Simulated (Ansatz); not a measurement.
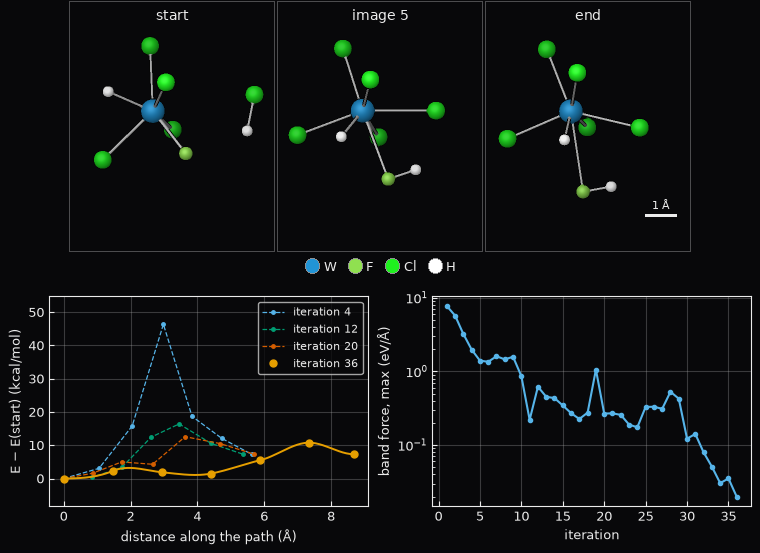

NEB run on WH₂Cl₅F. Images are numbered from 0 (start) to 6 (end). The plot follows the band through its iterations. The picture is a ball-and-stick view, seen at a tilt.

Computed with RKS PBE/def2-SVP (Ansatz 0.2.0). Settings: 5 movable images; climbing image; force threshold 0.03 eV/Å; iteration limit 60; spring constant 0.5 eV/Å²; starting path through a guess of the saddle point.

### Did the band converge, and can the barrier be trusted?

The run is converged, with reservations. The band converged in 36 iterations. The largest component of the band force went from 7.7 to 0.02 eV/Å. The climbing image converged on the top of the path. Its curvatures weren't checked. The first iteration put the highest image at 206.2 kcal/mol. Forward barrier 10.8 kcal/mol, backward barrier 3.5 kcal/mol, with image 5 at the top; the reaction energy is +7.3 kcal/mol. The profile has 2 maxima (images 1, 5) with a dip at image 3 (+1.5 kcal/mol), so the process runs in steps.

Cost: 6.8 min on 4 threads of Arm Neoverse V2, on a shared host, peak memory 0.27 GiB.
